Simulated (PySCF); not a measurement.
# C4H5FO2: electronic excitations at several levels of theory

Aim: compute the electronic excitations of C4H5FO2 (`O=C1CO[C@H]1CF`) at several levels, and see how far they spread and what each costs.

The runs use PySCF 2.14.0, with density-fitted response routines of our own; the level of theory stands in each step. All values are computed, except where a source is named. Atoms count from 0, in the outputs and in this text.

## 1. The starting structure

12 atoms, charge 0, multiplicity 1; geometry from: PBE0-D3(BJ)/def2-SVP.

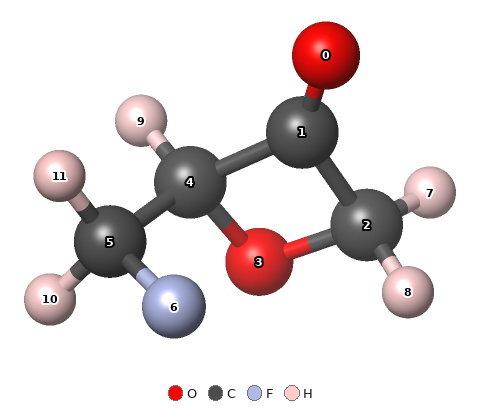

As it starts; oxygen red, carbon dark grey, fluorine light blue, hydrogen pink, atoms numbered.

## 2. TDDFT and polarisability: HF/def2-SVPD

The job: settings as JSON, then the geometry in Å.

```
{"job": {"kind": "uv", "xc": "HF", "basis": "def2-SVPD", "ip": true}, "charge": 0, "multiplicity": 1}
O     -0.124967     0.598816     2.170463
C      0.202368     0.546736     1.028903
C      1.491817     0.637424     0.229833
O      0.740434     0.537302    -0.979078
C     -0.513880     0.367557    -0.317508
C     -1.124866    -0.987255    -0.547342
F     -0.273936    -1.959255    -0.088099
H      2.049931     1.585419     0.327191
H      2.176727    -0.214859     0.388043
H     -1.242799     1.163620    -0.562232
H     -1.295584    -1.144551    -1.625767
H     -2.086602    -1.060763    -0.011067
```

Method: TDDFT HF/def2-SVPD, vertical, gas phase, core orbitals frozen in the response.

Command:

```
OMP_NUM_THREADS=1 python probes_run.py task.json out
```

This one command runs all jobs of the session in turn.

Output:

```text
final grid: 105712 points
cycle   1  E = -402.9628386948  dE =  1.640e+00  |g| = 1.008e+00  |ddm| = 4.585e+00
cycle   2  E = -403.0928164008  dE = -1.300e-01  |g| = 7.697e-01  |ddm| = 1.936e+00
cycle   3  E = -403.2011087425  dE = -1.083e-01  |g| = 9.672e-02  |ddm| = 1.025e+00
cycle   4  E = -403.2041248697  dE = -3.016e-03  |g| = 4.228e-02  |ddm| = 2.107e-01
cycle   5  E = -403.2046302247  dE = -5.054e-04  |g| = 1.167e-02  |ddm| = 9.708e-02
cycle   6  E = -403.2047067284  dE = -7.650e-05  |g| = 5.923e-03  |ddm| = 3.481e-02
cycle   7  E = -403.2047296742  dE = -2.295e-05  |g| = 1.999e-03  |ddm| = 2.496e-02
cycle   8  E = -403.2047322543  dE = -2.580e-06  |g| = 6.031e-04  |ddm| = 7.006e-03
cycle   9  E = -403.2047324750  dE = -2.207e-07  |g| = 2.044e-04  |ddm| = 1.853e-03
cycle  10  E = -403.2047324929  dE = -1.788e-08  |g| = 6.340e-05  |ddm| = 4.488e-04
cycle  11  E = -403.2047324952  dE = -2.283e-09  |g| = 1.883e-05  |ddm| = 1.955e-04
cycle  12  E = -403.2047324955  dE = -3.154e-10  |g| = 8.481e-06  |ddm| = 6.572e-05
converged SCF energy = -403.2047324955

Static polarisability (au): isotropic 49.056, principal 42.154 50.922 54.093

Singlet excitations
state   eV       nm        f      main configurations
  1   4.9304    251.5   0.00007   H->L+1 0.27, H->L+4 0.22, H->L+2 0.12
  2   8.9823    138.0   0.11246   H-1->L+1 0.27, H-1->L 0.22, H-1->L+2 0.12
  3   9.2286    134.3   0.02124   H->L 0.36, H->L+3 0.26, H->L+1 0.20
  4   9.4137    131.7   0.00461   H-1->L+3 0.16, H-1->L+5 0.15, H-1->L 0.14
  5   9.5520    129.8   0.00390   H-2->L+1 0.15, H-2->L+4 0.10
  6   9.7184    127.6   0.04319   H->L 0.22, H->L+4 0.16, H->L+5 0.08
  7   9.9990    124.0   0.09810   H->L+1 0.16, H->L+2 0.09
  8  10.0967    122.8   0.04994   H-1->L+1 0.26, H-1->L 0.24
  9  10.1526    122.1   0.02872   H-1->L+1 0.13
 10  10.4965    118.1   0.06179   H->L+2 0.24, H->L+1 0.15

Triplet excitations (Tamm-Dancoff, eV): 4.3840 5.6496 8.7092 8.8004
Vertical ionisation energy (delta-SCF) = 9.2607 eV
```

Run time: 21 s. Hardware: 1 thread of Arm Neoverse V2, shared host; peak memory 0.78 GiB.

Frontier orbitals and where they lie:

| orbital | eV | atoms |
| --- | --- | --- |
| HOMO−3 | -14.98 | O0 40 %, C1 18 %, O3 16 % |
| HOMO−2 | -14.50 | O3 39 %, C5 13 %, F6 10 % |
| HOMO−1 | -12.36 | O3 49 %, C2 11 %, C4 9 % |
| HOMO | -11.66 | O0 42 %, C1 17 %, C4 15 % |
| LUMO | 2.39 | C5 16 %, H9 13 %, C4 12 % |
| LUMO+1 | 2.89 | C2 18 %, C1 18 %, O0 17 % |
| LUMO+2 | 3.18 | O0 18 %, O3 15 %, H7 13 % |

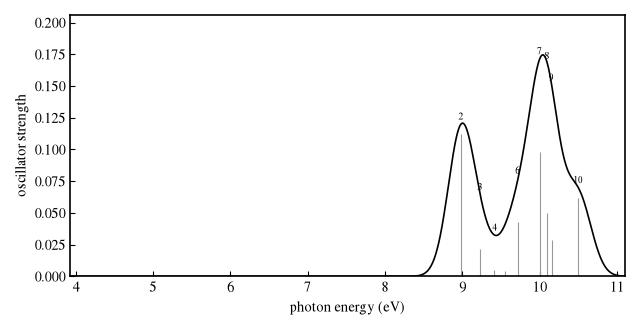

Absorption spectrum from the 10 singlet states computed; above the last one it falls off for lack of states. Lines are broadened to a width of 0.40 eV (Gaussian).

Further results of this job:

| property | computed |
| --- | --- |
| dipole moment (D) | 2.20 |
| polarisability (Å³) | 7.27 |
| HOMO–LUMO gap (eV) | 14.05 |
| −ε(HOMO) (eV) | 11.66 |

## 3. Ultraviolet spectrum: LDA/def2-SVPD

The job, as its differences from that of step 2:

```diff
@@ -1,2 +1,2 @@
-{"job": {"kind": "uv", "xc": "HF", "basis": "def2-SVPD", "ip": true}, "charge": 0, "multiplicity": 1}
+{"job": {"kind": "uv", "xc": "LDA", "basis": "def2-SVPD", "ip": true}, "charge": 0, "multiplicity": 1}
 O     -0.124967     0.598816     2.170463
```

Method: TDDFT LDA/def2-SVPD, vertical, gas phase, core orbitals frozen in the response.

Output:

```text
coarse grid: 10704 points
cycle   1  E = -402.0369215071  dE =  9.833e-01  |g| = 9.415e-01  |ddm| = 4.993e+00
cycle   2  E = -400.9247197648  dE =  1.112e+00  |g| = 2.512e+00  |ddm| = 4.288e+00
cycle   3  E = -402.1879829102  dE = -1.263e+00  |g| = 3.041e-01  |ddm| = 3.556e+00
cycle   4  E = -402.2023536830  dE = -1.437e-02  |g| = 1.860e-01  |ddm| = 5.135e-01
cycle   5  E = -402.2082611934  dE = -5.908e-03  |g| = 5.926e-02  |ddm| = 2.309e-01
cycle   6  E = -402.2089557370  dE = -6.945e-04  |g| = 1.375e-02  |ddm| = 7.495e-02
cycle   7  E = -402.2089899084  dE = -3.417e-05  |g| = 4.120e-03  |ddm| = 1.929e-02
cycle   8  E = -402.2089929129  dE = -3.004e-06  |g| = 1.123e-03  |ddm| = 4.623e-03
final grid: 105712 points
cycle   9  E = -402.2892708722  dE = -4.539e-05  |g| = 7.102e-03  |ddm| = 1.192e-01
cycle  10  E = -402.2892322013  dE =  3.867e-05  |g| = 1.614e-02  |ddm| = 2.069e-02
cycle  11  E = -402.2892786193  dE = -4.642e-05  |g| = 2.852e-03  |ddm| = 1.543e-02
cycle  12  E = -402.2892801457  dE = -1.526e-06  |g| = 4.994e-04  |ddm| = 2.771e-03
cycle  13  E = -402.2892801851  dE = -3.934e-08  |g| = 2.156e-04  |ddm| = 8.117e-04
cycle  14  E = -402.2892801949  dE = -9.850e-09  |g| = 4.849e-05  |ddm| = 2.942e-04
cycle  15  E = -402.2892801953  dE = -3.254e-10  |g| = 2.543e-05  |ddm| = 7.453e-05
converged SCF energy = -402.2892801953

Static polarisability (au): isotropic 56.659, principal 48.081 57.816 64.081

Singlet excitations
state   eV       nm        f      main configurations
  1   4.1345    299.9   0.00009   H->L 1.00
  2   4.2257    293.4   0.00336   H-1->L 0.99
  3   5.9554    208.2   0.00009   H-2->L 0.97
  4   6.3775    194.4   0.00301   H-3->L 0.64, H->L+1 0.17, H-4->L 0.17
  5   6.4134    193.3   0.02309   H->L+1 0.78, H-3->L 0.17
  6   6.4513    192.2   0.00830   H-4->L 0.77, H-3->L 0.16
  7   6.5833    188.3   0.01297   H-1->L+1 0.77, H-1->L+2 0.13, H->L+2 0.09
  8   6.6142    187.5   0.00373   H->L+2 0.81
  9   6.8636    180.6   0.00886   H-1->L+2 0.84, H-1->L+1 0.14
 10   7.0055    177.0   0.00012   H->L+3 0.98

Triplet excitations (Tamm-Dancoff, eV): 3.6536 3.9582 5.8303 6.1845
Vertical ionisation energy (delta-SCF) = 10.0427 eV
Vertical electron affinity (delta-SCF) = -0.4489 eV
```

Run time: 74 s. Hardware: 1 thread of Arm Neoverse V2, shared host; peak memory 0.57 GiB.

This run: HOMO -6.55 eV, LUMO -2.68 eV; lowest singlet 4.13 eV.

## 4. Ultraviolet spectrum: PBE/def2-SVPD

The job, as its differences from that of step 3:

```diff
@@ -1,2 +1,2 @@
-{"job": {"kind": "uv", "xc": "LDA", "basis": "def2-SVPD", "ip": true}, "charge": 0, "multiplicity": 1}
+{"job": {"kind": "uv", "xc": "PBE", "basis": "def2-SVPD", "ip": true}, "charge": 0, "multiplicity": 1}
 O     -0.124967     0.598816     2.170463
```

Method: TDDFT PBE/def2-SVPD, vertical, gas phase, core orbitals frozen in the response.

Output:

```text
coarse grid: 10704 points
cycle   1  E = -404.6823088500  dE =  1.000e+00  |g| = 9.601e-01  |ddm| = 4.880e+00
cycle   2  E = -403.5605975656  dE =  1.122e+00  |g| = 2.525e+00  |ddm| = 4.262e+00
cycle   3  E = -404.8373020858  dE = -1.277e+00  |g| = 3.077e-01  |ddm| = 3.578e+00
cycle   4  E = -404.8519098496  dE = -1.461e-02  |g| = 1.877e-01  |ddm| = 5.224e-01
cycle   5  E = -404.8580179818  dE = -6.108e-03  |g| = 5.572e-02  |ddm| = 2.327e-01
cycle   6  E = -404.8586389447  dE = -6.210e-04  |g| = 1.440e-02  |ddm| = 7.542e-02
cycle   7  E = -404.8586765748  dE = -3.763e-05  |g| = 4.262e-03  |ddm| = 1.975e-02
cycle   8  E = -404.8586797983  dE = -3.223e-06  |g| = 1.168e-03  |ddm| = 4.755e-03
final grid: 105712 points
cycle   9  E = -404.9526932088  dE =  4.314e-05  |g| = 2.588e-02  |ddm| = 1.433e-01
cycle  10  E = -404.9519049529  dE =  7.883e-04  |g| = 6.881e-02  |ddm| = 8.632e-02
cycle  11  E = -404.9528074786  dE = -9.025e-04  |g| = 8.559e-03  |ddm| = 6.683e-02
cycle  12  E = -404.9528215471  dE = -1.407e-05  |g| = 1.141e-03  |ddm| = 8.408e-03
cycle  13  E = -404.9528218098  dE = -2.627e-07  |g| = 3.650e-04  |ddm| = 1.803e-03
cycle  14  E = -404.9528218382  dE = -2.844e-08  |g| = 9.417e-05  |ddm| = 5.514e-04
cycle  15  E = -404.9528218397  dE = -1.482e-09  |g| = 2.663e-05  |ddm| = 1.132e-04
cycle  16  E = -404.9528218398  dE = -1.111e-10  |g| = 7.149e-06  |ddm| = 3.690e-05
converged SCF energy = -404.9528218398

Static polarisability (au): isotropic 56.316, principal 47.798 57.482 63.668

Singlet excitations
state   eV       nm        f      main configurations
  1   4.1913    295.8   0.00011   H->L 1.00
  2   4.3314    286.2   0.00254   H-1->L 0.99
  3   6.0751    204.1   0.00007   H-2->L 0.97
  4   6.3471    195.3   0.02330   H->L+1 0.98
  5   6.4559    192.0   0.00632   H-3->L 0.78, H-4->L 0.17
  6   6.5219    190.1   0.00238   H-4->L 0.69, H-3->L 0.15, H-1->L+1 0.10
  7   6.5395    189.6   0.01753   H-1->L+1 0.87
  8   6.6371    186.8   0.00398   H->L+2 0.90, H-4->L 0.08
  9   6.9141    179.3   0.00872   H-1->L+2 0.68, H->L+3 0.28
 10   6.9190    179.2   0.00792   H->L+3 0.70, H-1->L+2 0.28

Triplet excitations (Tamm-Dancoff, eV): 3.6316 4.0588 5.8985 6.2292
Vertical ionisation energy (delta-SCF) = 9.8385 eV
Vertical electron affinity (delta-SCF) = -0.6074 eV
```

Run time: 1.8 min. Hardware: 1 thread of Arm Neoverse V2, shared host; peak memory 0.66 GiB.

In short: HOMO -6.40 eV, LUMO -2.43 eV; lowest singlet 4.19 eV.

## 5. Ultraviolet spectrum: B3LYP/def2-SVPD

The job, as its differences from that of step 4:

```diff
@@ -1,2 +1,2 @@
-{"job": {"kind": "uv", "xc": "PBE", "basis": "def2-SVPD", "ip": true}, "charge": 0, "multiplicity": 1}
+{"job": {"kind": "uv", "xc": "B3LYP", "basis": "def2-SVPD", "ip": true}, "charge": 0, "multiplicity": 1}
 O     -0.124967     0.598816     2.170463
```

Method: TDDFT B3LYP/def2-SVPD, vertical, gas phase, core orbitals frozen in the response.

Output:

```text
coarse grid: 10704 points
cycle   1  E = -405.1275933676  dE =  1.124e+00  |g| = 9.904e-01  |ddm| = 4.885e+00
cycle   2  E = -404.4448731995  dE =  6.827e-01  |g| = 2.128e+00  |ddm| = 3.192e+00
cycle   3  E = -405.3044756685  dE = -8.596e-01  |g| = 2.139e-01  |ddm| = 2.392e+00
cycle   4  E = -405.3106903596  dE = -6.215e-03  |g| = 1.326e-01  |ddm| = 3.323e-01
cycle   5  E = -405.3138063498  dE = -3.116e-03  |g| = 2.111e-02  |ddm| = 1.384e-01
cycle   6  E = -405.3138932338  dE = -8.688e-05  |g| = 7.970e-03  |ddm| = 3.312e-02
cycle   7  E = -405.3139040813  dE = -1.085e-05  |g| = 1.954e-03  |ddm| = 9.272e-03
cycle   8  E = -405.3139047158  dE = -6.345e-07  |g| = 6.318e-04  |ddm| = 2.198e-03
final grid: 105712 points
cycle   9  E = -405.3937065235  dE = -3.187e-05  |g| = 8.010e-03  |ddm| = 1.026e-01
cycle  10  E = -405.3936779720  dE =  2.855e-05  |g| = 1.479e-02  |ddm| = 2.112e-02
cycle  11  E = -405.3937181117  dE = -4.014e-05  |g| = 1.946e-03  |ddm| = 1.370e-02
cycle  12  E = -405.3937188100  dE = -6.983e-07  |g| = 3.108e-04  |ddm| = 1.927e-03
cycle  13  E = -405.3937188245  dE = -1.451e-08  |g| = 1.428e-04  |ddm| = 4.930e-04
cycle  14  E = -405.3937188288  dE = -4.269e-09  |g| = 2.908e-05  |ddm| = 1.937e-04
cycle  15  E = -405.3937188289  dE = -1.221e-10  |g| = 1.475e-05  |ddm| = 4.291e-05
converged SCF energy = -405.3937188289

Static polarisability (au): isotropic 54.012, principal 46.065 55.471 60.502

Singlet excitations
state   eV       nm        f      main configurations
  1   4.3566    284.6   0.00008   H->L 0.99
  2   5.3900    230.0   0.00417   H-1->L 0.99
  3   7.1295    173.9   0.03015   H->L+1 0.97
  4   7.1765    172.8   0.00046   H-2->L 0.83, H-3->L 0.12
  5   7.2907    170.1   0.01021   H-1->L+1 0.77, H-1->L+2 0.13
  6   7.3433    168.8   0.00298   H->L+2 0.94
  7   7.5963    163.2   0.01769   H-1->L+2 0.77, H-1->L+1 0.17
  8   7.6735    161.6   0.00510   H-3->L 0.79, H-2->L 0.11, H->L+3 0.08
  9   7.7118    160.8   0.01655   H->L+3 0.83
 10   7.8506    157.9   0.00846   H-4->L 0.90

Triplet excitations (Tamm-Dancoff, eV): 3.8142 5.0423 6.4017 6.7845
Vertical ionisation energy (delta-SCF) = 10.1854 eV
Vertical electron affinity (delta-SCF) = -0.6666 eV
```

Wall time 2.5 min (1 thread of Arm Neoverse V2, shared host); peak memory 0.82 GiB.

Key values: HOMO -7.70 eV, LUMO -1.56 eV; lowest singlet 4.36 eV.

## 6. Ultraviolet spectrum: PBE0/def2-SVPD

The job, as its differences from that of step 5:

```diff
@@ -1,2 +1,2 @@
-{"job": {"kind": "uv", "xc": "B3LYP", "basis": "def2-SVPD", "ip": true}, "charge": 0, "multiplicity": 1}
+{"job": {"kind": "uv", "xc": "PBE0", "basis": "def2-SVPD", "ip": true}, "charge": 0, "multiplicity": 1}
 O     -0.124967     0.598816     2.170463
```

With the program's defaults for keys left out, this is: TDDFT PBE0/def2-SVPD, vertical, gas phase, core orbitals frozen in the response.

Output:

```text
coarse grid: 10704 points
cycle   1  E = -404.7246409531  dE =  1.145e+00  |g| = 9.254e-01  |ddm| = 4.631e+00
cycle   2  E = -404.2217788935  dE =  5.029e-01  |g| = 1.874e+00  |ddm| = 3.020e+00
cycle   3  E = -404.8836621197  dE = -6.619e-01  |g| = 1.823e-01  |ddm| = 2.238e+00
cycle   4  E = -404.8882998734  dE = -4.638e-03  |g| = 1.075e-01  |ddm| = 2.943e-01
cycle   5  E = -404.8903630660  dE = -2.063e-03  |g| = 1.481e-02  |ddm| = 1.210e-01
cycle   6  E = -404.8904035104  dE = -4.044e-05  |g| = 6.497e-03  |ddm| = 2.487e-02
cycle   7  E = -404.8904108033  dE = -7.293e-06  |g| = 1.441e-03  |ddm| = 7.730e-03
final grid: 105712 points
cycle   8  E = -404.9603255925  dE = -5.688e-06  |g| = 1.531e-02  |ddm| = 1.032e-01
cycle   9  E = -404.9602113030  dE =  1.143e-04  |g| = 2.905e-02  |ddm| = 4.203e-02
cycle  10  E = -404.9603687762  dE = -1.575e-04  |g| = 2.457e-03  |ddm| = 2.822e-02
cycle  11  E = -404.9603698997  dE = -1.123e-06  |g| = 3.463e-04  |ddm| = 2.717e-03
cycle  12  E = -404.9603699211  dE = -2.149e-08  |g| = 1.279e-04  |ddm| = 6.091e-04
cycle  13  E = -404.9603699248  dE = -3.686e-09  |g| = 2.085e-05  |ddm| = 1.955e-04
cycle  14  E = -404.9603699249  dE = -7.628e-11  |g| = 1.000e-05  |ddm| = 4.028e-05
converged SCF energy = -404.9603699249

Static polarisability (au): isotropic 53.377, principal 45.526 54.801 59.803

Singlet excitations
state   eV       nm        f      main configurations
  1   4.3756    283.4   0.00008   H->L 0.98
  2   5.6033    221.3   0.00527   H-1->L 0.99
  3   7.3817    168.0   0.00012   H-2->L 0.77, H-3->L 0.18
  4   7.4032    167.5   0.03358   H->L+1 0.95
  5   7.5105    165.1   0.00566   H-1->L+1 0.58, H-1->L+2 0.28
  6   7.5459    164.3   0.00298   H->L+2 0.92
  7   7.8403    158.1   0.02439   H-1->L+2 0.62, H-1->L+1 0.33
  8   7.9456    156.0   0.00598   H-3->L 0.75, H-2->L 0.17
  9   8.0082    154.8   0.02179   H->L+3 0.79, H-4->L 0.08
 10   8.1037    153.0   0.00687   H-4->L 0.83, H->L+3 0.09

Triplet excitations (Tamm-Dancoff, eV): 3.7832 5.1977 6.3719 6.9165
Vertical ionisation energy (delta-SCF) = 10.1299 eV
Vertical electron affinity (delta-SCF) = -0.7368 eV
```

It took 1.8 min on 1 thread of Arm Neoverse V2, shared host; peak memory 0.87 GiB.

Key values: HOMO -7.91 eV, LUMO -1.28 eV; lowest singlet 4.38 eV.

## 7. Ultraviolet spectrum: BHandHLYP/def2-SVPD

The job, as its differences from that of step 6:

```diff
@@ -1,2 +1,2 @@
-{"job": {"kind": "uv", "xc": "PBE0", "basis": "def2-SVPD", "ip": true}, "charge": 0, "multiplicity": 1}
+{"job": {"kind": "uv", "xc": "BHandHLYP", "basis": "def2-SVPD", "ip": true}, "charge": 0, "multiplicity": 1}
 O     -0.124967     0.598816     2.170463
```

Level: TDDFT BHandHLYP/def2-SVPD, vertical, gas phase, core orbitals frozen in the response.

Output:

```text
coarse grid: 10704 points
cycle   1  E = -404.9357173908  dE =  1.310e+00  |g| = 9.682e-01  |ddm| = 4.585e+00
cycle   2  E = -404.7365212342  dE =  1.992e-01  |g| = 1.455e+00  |ddm| = 2.456e+00
cycle   3  E = -405.1232512792  dE = -3.867e-01  |g| = 1.220e-01  |ddm| = 1.598e+00
cycle   4  E = -405.1251027887  dE = -1.852e-03  |g| = 8.450e-02  |ddm| = 1.945e-01
cycle   5  E = -405.1263987882  dE = -1.296e-03  |g| = 8.207e-03  |ddm| = 9.824e-02
cycle   6  E = -405.1264173530  dE = -1.856e-05  |g| = 4.195e-03  |ddm| = 1.670e-02
cycle   7  E = -405.1264212116  dE = -3.859e-06  |g| = 1.478e-03  |ddm| = 7.547e-03
final grid: 105712 points
cycle   8  E = -405.1789780917  dE = -1.682e-05  |g| = 3.698e-03  |ddm| = 6.291e-02
cycle   9  E = -405.1789764425  dE =  1.649e-06  |g| = 4.930e-03  |ddm| = 1.027e-02
cycle  10  E = -405.1789808974  dE = -4.455e-06  |g| = 4.302e-04  |ddm| = 4.853e-03
cycle  11  E = -405.1789809298  dE = -3.239e-08  |g| = 2.296e-04  |ddm| = 6.541e-04
cycle  12  E = -405.1789809394  dE = -9.593e-09  |g| = 6.238e-05  |ddm| = 3.567e-04
cycle  13  E = -405.1789809404  dE = -9.638e-10  |g| = 1.534e-05  |ddm| = 9.014e-05
converged SCF energy = -405.1789809404

Static polarisability (au): isotropic 51.474, principal 44.070 53.137 57.215

Singlet excitations
state   eV       nm        f      main configurations
  1   4.5690    271.4   0.00007   H->L 0.93
  2   6.8977    179.7   0.01144   H-1->L 0.98
  3   8.0779    153.5   0.02486   H->L+1 0.71, H->L+3 0.15
  4   8.1700    151.8   0.00344   H-1->L+3 0.47, H-1->L+1 0.31, H-1->L+5 0.09
  5   8.3033    149.3   0.00100   H-2->L 0.67, H-3->L 0.18
  6   8.3281    148.9   0.02040   H->L+3 0.60, H->L+1 0.16, H->L+5 0.08
  7   8.6381    143.5   0.03112   H-1->L+1 0.53, H-1->L+3 0.19, H-1->L+2 0.12
  8   8.7806    141.2   0.03349   H->L+2 0.72
  9   9.0953    136.3   0.00908   H->L+4 0.44, H-6->L 0.14, H-4->L 0.12
 10   9.1124    136.1   0.03477   H-1->L+2 0.75

Triplet excitations (Tamm-Dancoff, eV): 4.0164 5.8733 6.8928 7.6880
Vertical ionisation energy (delta-SCF) = 10.2275 eV
```

It took 68 s on 1 thread of Arm Neoverse V2, shared host; peak memory 0.82 GiB.

This run: HOMO -9.40 eV, LUMO -0.04 eV; lowest singlet 4.57 eV.

## 8. Excited states and response: CAM-B3LYP/def2-SVPD

The job, as its differences from that of step 7:

```diff
@@ -1,2 +1,2 @@
-{"job": {"kind": "uv", "xc": "BHandHLYP", "basis": "def2-SVPD", "ip": true}, "charge": 0, "multiplicity": 1}
+{"job": {"kind": "uv", "xc": "CAM-B3LYP", "basis": "def2-SVPD", "ip": true}, "charge": 0, "multiplicity": 1}
 O     -0.124967     0.598816     2.170463
```

With the program's defaults for keys left out, this is: TDDFT CAM-B3LYP/def2-SVPD, vertical, gas phase, core orbitals frozen in the response.

Output:

```text
coarse grid: 10704 points
cycle   1  E = -404.9454904040  dE =  1.306e+00  |g| = 1.034e+00  |ddm| = 4.744e+00
cycle   2  E = -404.6162840143  dE =  3.292e-01  |g| = 1.733e+00  |ddm| = 2.685e+00
cycle   3  E = -405.1540295087  dE = -5.377e-01  |g| = 1.360e-01  |ddm| = 1.729e+00
cycle   4  E = -405.1560790705  dE = -2.050e-03  |g| = 9.484e-02  |ddm| = 2.023e-01
cycle   5  E = -405.1576622554  dE = -1.583e-03  |g| = 9.805e-03  |ddm| = 9.850e-02
cycle   6  E = -405.1576863410  dE = -2.409e-05  |g| = 4.596e-03  |ddm| = 1.944e-02
cycle   7  E = -405.1576907909  dE = -4.450e-06  |g| = 1.543e-03  |ddm| = 8.165e-03
final grid: 105712 points
cycle   8  E = -405.2390202478  dE = -2.843e-05  |g| = 5.218e-03  |ddm| = 7.146e-02
cycle   9  E = -405.2390152163  dE =  5.031e-06  |g| = 7.600e-03  |ddm| = 1.348e-02
cycle  10  E = -405.2390254406  dE = -1.022e-05  |g| = 6.404e-04  |ddm| = 6.864e-03
cycle  11  E = -405.2390255068  dE = -6.616e-08  |g| = 2.909e-04  |ddm| = 8.915e-04
cycle  12  E = -405.2390255211  dE = -1.432e-08  |g| = 9.350e-05  |ddm| = 4.275e-04
cycle  13  E = -405.2390255231  dE = -1.987e-09  |g| = 1.382e-05  |ddm| = 1.262e-04
cycle  14  E = -405.2390255232  dE = -1.066e-10  |g| = 7.293e-06  |ddm| = 4.297e-05
converged SCF energy = -405.2390255232

Static polarisability (au): isotropic 53.037, principal 45.436 54.696 58.978

Singlet excitations
state   eV       nm        f      main configurations
  1   4.4023    281.6   0.00006   H->L 0.95
  2   6.0708    204.2   0.00611   H-1->L 0.99
  3   7.6078    163.0   0.01219   H-1->L+3 0.39, H-1->L+1 0.34, H->L+1 0.11
  4   7.6135    162.8   0.01252   H->L+1 0.53, H->L+3 0.17, H->L+2 0.10
  5   7.7702    159.6   0.00061   H-2->L 0.67, H-3->L 0.26
  6   7.8642    157.7   0.01882   H->L+3 0.53, H->L+1 0.22, H->L+5 0.10
  7   8.1211    152.7   0.02697   H-1->L+1 0.44, H-1->L+3 0.24, H-1->L+2 0.16
  8   8.3831    147.9   0.02837   H->L+2 0.68, H->L+3 0.11
  9   8.5633    144.8   0.03209   H-1->L+2 0.72
 10   8.6524    143.3   0.00291   H-4->L 0.47, H->L+4 0.18, H-6->L 0.11

Triplet excitations (Tamm-Dancoff, eV): 3.8544 5.5864 6.5509 7.1956
Vertical ionisation energy (delta-SCF) = 10.3304 eV
Vertical electron affinity (delta-SCF) = -0.7543 eV
```

Run time: 2 min. Hardware: 1 thread of Arm Neoverse V2, shared host; peak memory 0.97 GiB.

In short: HOMO -9.37 eV, LUMO -0.08 eV; lowest singlet 4.40 eV.

[end of part 1 of 2]
